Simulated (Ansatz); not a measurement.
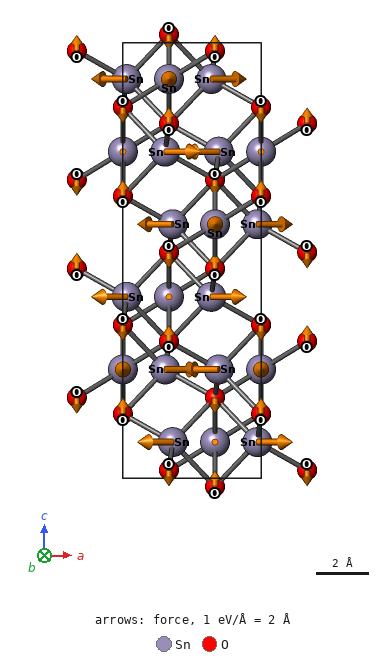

Starting geometry of crystalline Sn3O2 (built on the corundum_167 type) (coarse preliminary run) with the computed forces as orange arrows. Style: ball-and-stick. Shown: the conventional cell (3 times the calculation's cell), along the b axis. Lengths and directions refer to the drawn axes.

Case: anti-corundum type (R-3c, No. 167).

Method: DFT PBE, scalar-relativistic, plane waves, PAW in Ansatz 0.2.0. (plane-wave cutoff 420 eV; k-point mesh 3 × 3 × 3; occupations gaussian; smearing width 0.1 eV; no spin polarisation; cell and atoms relaxed; force threshold 0.04 eV/Å; at most 70 steps)

### Is this structure relaxed? If not, where do the atoms go?

It isn't relaxed: the largest force vector, on Sn atoms, is 0.80 eV/Å. The final displacements follow the starting forces only in part (cosine between the two patterns 0.49). The largest moves relative to the cell, 0.89 Å, are those of O atoms. Largest moves by element: O 0.89 Å, Sn 0.15 Å. The drawn cell changes as follows: a = b 6.200 → 5.626 Å (−9.3 %), c 16.927 → 21.458 Å (+26.8 %); the volume changes by +4.4 %. Near-neighbour distances that change, for instance: O–Sn 2.416 → 2.952 Å, O–Sn 2.568 → 2.278 Å. Among the angles between lasting bonds that change: O–Sn–O 84.7° → 69.5°, Sn–O–Sn 79.6° → 90.7°. The space group stays R-3c (No. 167). After 14 accepted moves (18 points after the start) the energy has fallen by 198 meV per atom. Largest force component: 0.8 eV/Å at the start, 0.015 eV/Å at the end. Pressure: 4.75 GPa at the start and 0.04 GPa at the end. The line search rejected the trial step at point 14 of the run. The SCF was repeated 3 times at an unchanged geometry on a basis and grid sized afresh for the cell, which shifted the energy by 19.8 meV per atom at most.
